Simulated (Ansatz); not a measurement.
# CH3FN2Si (SMILES N[Si]1(F)C=N1): what the fields show

The calculation's input:

```
crystal:
  periodic: [false, false, false]
  atoms:
    - {symbol: N, position_ang: [1.129717, 0.718067, 0.647269]}
    - {symbol: Si, position_ang: [-0.202512, 0.277147, -0.271873]}
    - {symbol: F, position_ang: [-0.795948, 1.630986, -0.843758]}
    - {symbol: C, position_ang: [-1.118513, -1.207651, -0.224594]}
    - {symbol: N, position_ang: [-0.289118, -1.165220, -1.233259]}
    - {symbol: H, position_ang: [1.728134, 0.054434, 1.105215]}
    - {symbol: H, position_ang: [1.427005, 1.672694, 0.743264]}
    - {symbol: H, position_ang: [-1.786567, -2.037556, 0.021936]}
basis:
  gaussian: {orbitals: def2-TZVPP}
hamiltonian: {xc: pbe0, dispersion: d4}
output: {orbitals: {seedname: orbitals}}
```

Command:

```sh
ansatz run in.yaml --threads 2 --pin off --events-out ev --progress --plain --max-ram 4352MiB
```

Geometry: PBE0-D4/def2-TZVP.

All numbers below come from Ansatz 0.2.0, RKS PBE0-D4/def2-TZVPP.

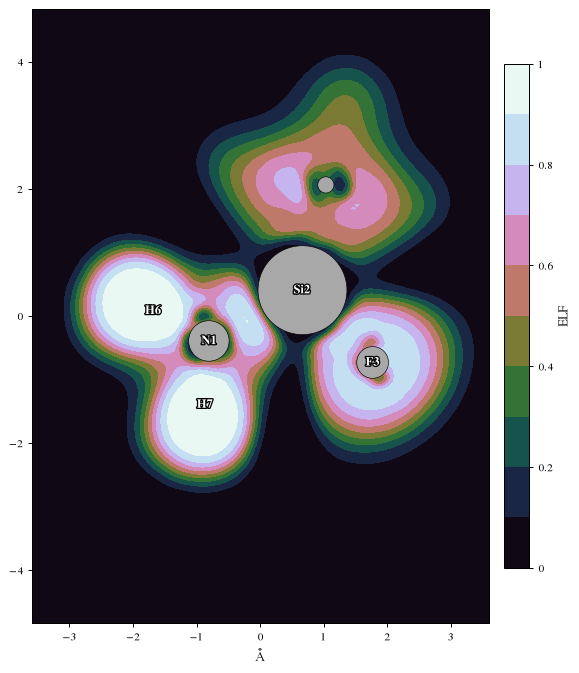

Figure 1. ELF on the plane of atoms H6, N1 and H7. Grey discs cover the atomic cores.

Describe what can be read from this map.

- Atoms in the plane: N, Si, F and H.
- Si–F (1.58 Å): the ELF peaks at about 0.85 in the valence shell of F, 0.6 Å from its nucleus, and is about 0.50 at the midpoint.
- Si–N (1.68 Å): the ELF peaks at about 0.90 between the atoms, as expected for a polar covalent bond.
- N–H (1.00 Å): the ELF climbs to about 1 towards the hydrogen, as it does in any bond to H; a covalent bond by its length.
- The ELF also peaks beside F3, away from the bonds: lone-pair regions.

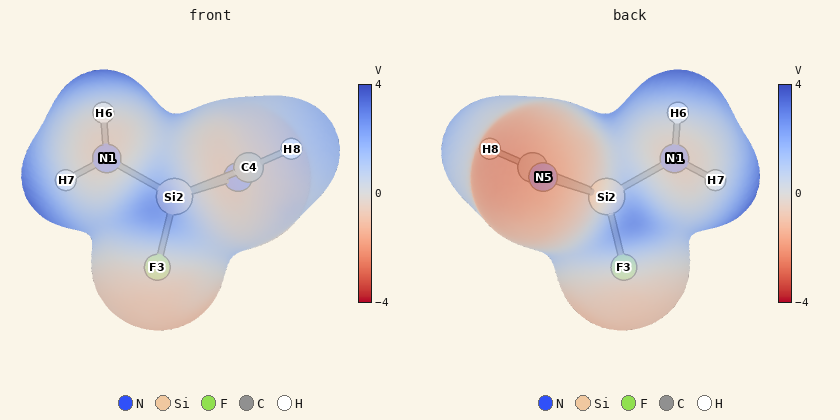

Figure 2. The electrostatic potential painted on the density surface at 0.004 e/bohr³, seen from the front and from behind; red is negative and blue positive.

Where is the surface potential most negative and most positive?

The most negative region (about −2.1 V, or −48 kcal/mol for a unit charge) lies over N5, the most positive (about +3.1 V, or +71 kcal/mol for a unit charge) over H6 and H7. N5 is the likeliest acceptor of a hydrogen bond.

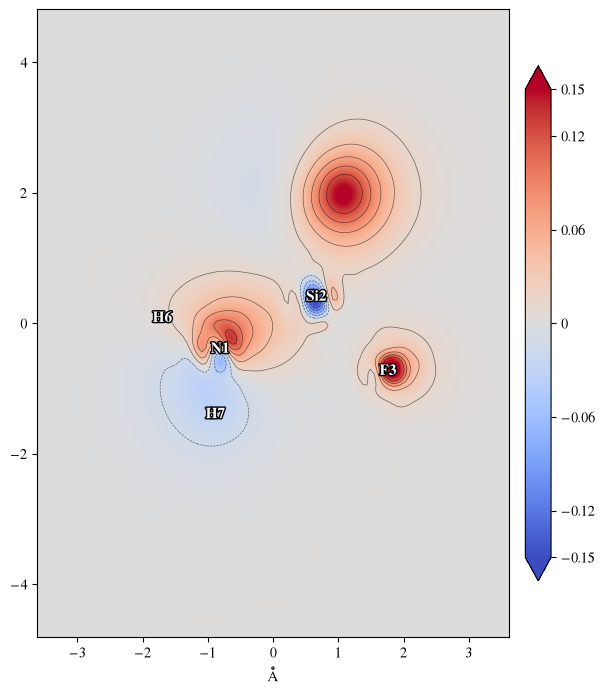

Figure 3. The HOMO−1 on the plane of atoms Si2, N1 and H6 (values in Å⁻³ᐟ²; the overall sign is arbitrary).

Describe this orbital and give its energy.

By Hirshfeld shares it lies mainly on N1 (about 65 %) and Si2 (about 15 %). Its energy is −8.84 eV.

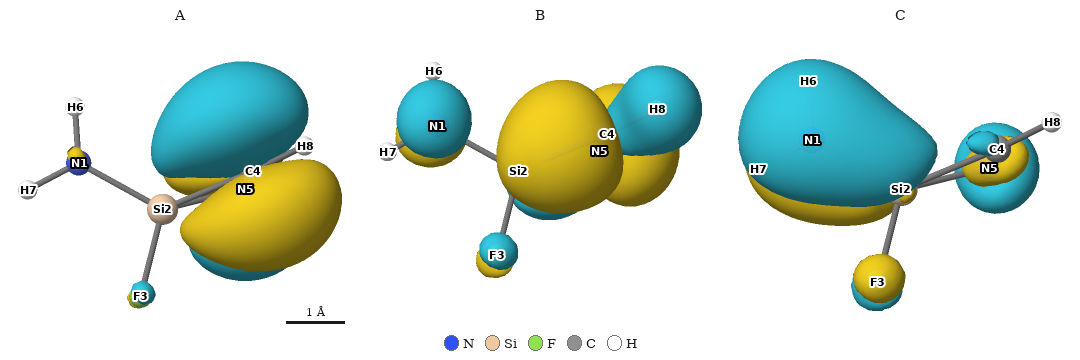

Figure 4. Three frontier orbitals at ±0.1 Å⁻³ᐟ² (yellow and cyan are the two phases), in no order.

Which picture is the HOMO−1, the HOMO and the LUMO?

C is the HOMO−1 (−8.84 eV). It lies mainly on N1 (about 65 %) and Si2 (about 15 %). B is the HOMO (−6.40 eV). Its weight (Hirshfeld) is mainly on N5 (about 45 %), C4 (about 25 %), Si2 (about 20 %) and N1 (about 10 %). A is the LUMO (−0.82 eV). By Hirshfeld shares it lies mainly on C4 (about 40 %) and N5 (about 40 %); π-antibonding (π*) across C4–N5.

What is the HOMO–LUMO gap?

5.58 eV between the orbital energies.
